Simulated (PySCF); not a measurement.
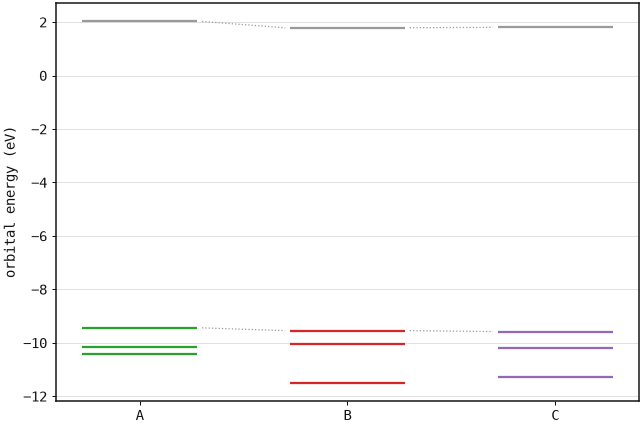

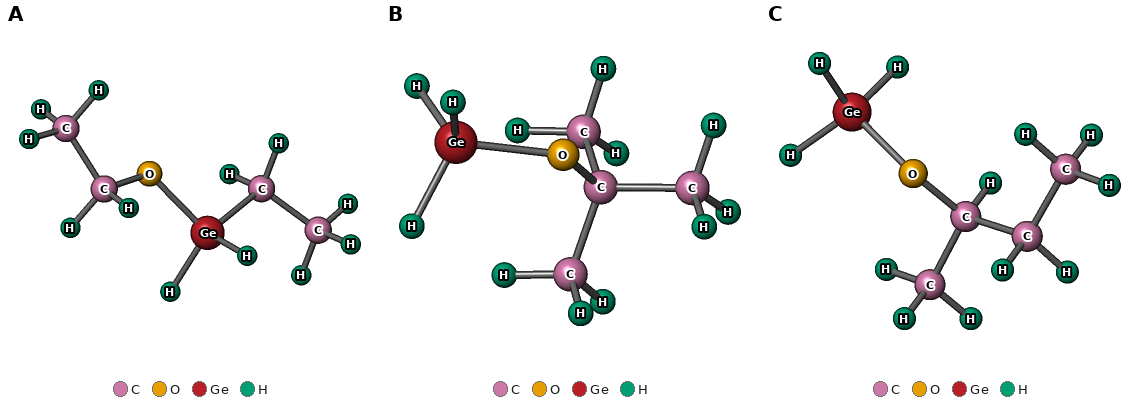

Related molecules: A is C₄H₁₂GeO, SMILES CC[O][GeH2][CH2]C, singlet; B is C₄H₁₂GeO, SMILES CC(C)(C)[O][GeH3], singlet; C is C₄H₁₂GeO, SMILES CC[C@@H](C)[O][GeH3], singlet. Frontier orbital energies, ωB97X-D/def2-SVPD, PySCF 2.14.0, at a PBE0-D3(BJ)/def2-SVP geometry (no frequency check); drawn are at most three filled levels and, in grey, the LUMO with any level within 0.03 eV of it; dotted lines join the HOMOs and the LUMOs.

### What does the change do to the frontier levels?

From A to B the HOMO falls by 0.11 eV and the LUMO falls by 0.24 eV, so the separation goes from 11.46 to 11.33 eV. From A to C the HOMO falls by 0.14 eV and the LUMO falls by 0.22 eV, so the separation goes from 11.46 to 11.38 eV.

### Does the ΔSCF ionisation energy follow the HOMO?

A: −ε(HOMO) 9.44, ΔSCF 9.65 eV; B: −ε(HOMO) 9.54, ΔSCF 9.64 eV; C: −ε(HOMO) 9.58, ΔSCF 9.70 eV.

Limits of at least one run: empty levels above zero depend strongly on the basis; one conformer of a flexible molecule.
